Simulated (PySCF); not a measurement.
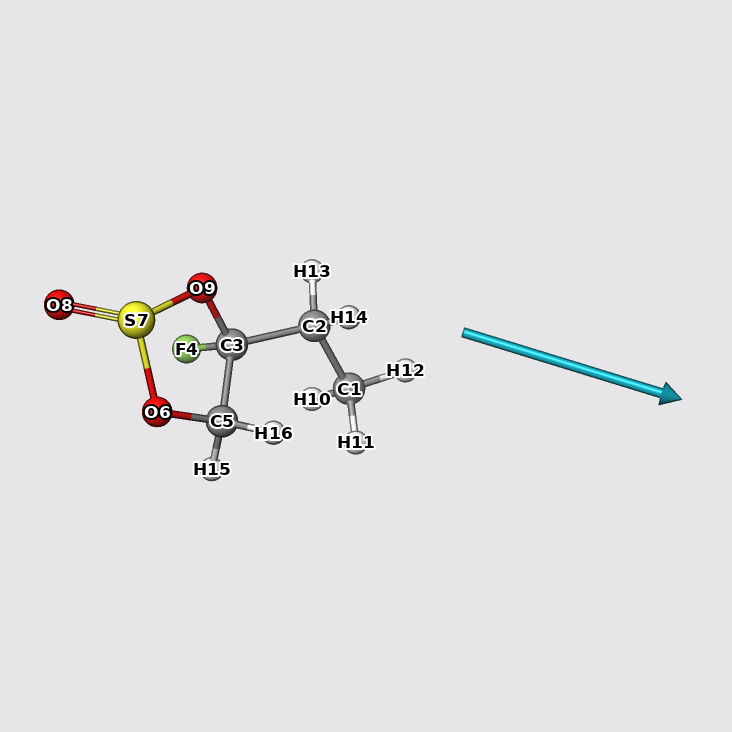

The arrow beside the molecule shows the direction of the dipole moment, from the negative to the positive end (its length means nothing). The geometry was computed by an optimisation with GFN2-xTB. No frequency run is at hand to confirm it as a minimum. Properties computed with PBE0/pcSseg-1, gas phase (PySCF 2.14.0).

**Estimate the dipole moment.**

4.54 D; it points from the side of O8 to the side of H12 (the outermost atoms at the two ends).
